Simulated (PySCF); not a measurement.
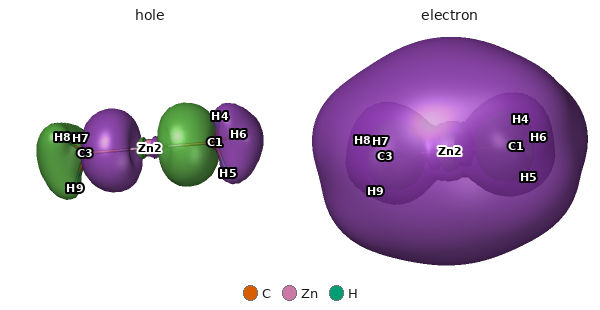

*C₂H₆Zn, SMILES `C[Zn]C`. Leading natural transition orbital pair of S₁ (TDA singlet states); the surfaces enclose about 85 % of each orbital's density.*

Method: BHandHLYP/def2-SVP; geometry: GFN2-xTB; program: PySCF. No frequency check shows the geometry to be a minimum. GFN2-xTB bond lengths at metals and heavier atoms can be off by up to 0.1 Å and shapes distorted, which carries into these values. Without diffuse functions Rydberg states are missing, so the states' numbers hold for this basis only.

Cartesian coordinates (Å):

```
C1       2.0420   -0.0014   -0.0002
Zn2     -0.0000    0.0007   -0.0000
C3      -2.0420   -0.0014   -0.0002
H4       2.4446   -0.1349    1.0009
H5       2.4446   -0.7999   -0.6159
H6       2.4446    0.9328   -0.3834
H7      -2.4445    1.0039   -0.0974
H8      -2.4445   -0.4181    0.9195
H9      -2.4445   -0.5877   -0.8204
```

Give its energy and the atoms that hole and electron lie on.

6.68 eV (186 nm), f = 0.474 (bright), partly diffuse acceptor orbital, which a basis without diffuse functions describes poorly; the leading pair carries 96 %; hole on C1 and C3 (30 % each) and Zn2 (20 %), electron on Zn2 (46 %), C1 and C3 (11 % each) and H4, H5, H6, H7, H8 and H9 (5 % each) (atom shares of so diffuse an orbital are rough); their centroids lie 0.0 Å apart. In canonical orbitals it is mainly HOMO → LUMO (96 %). The HOMO–LUMO gap is 8.78 eV.
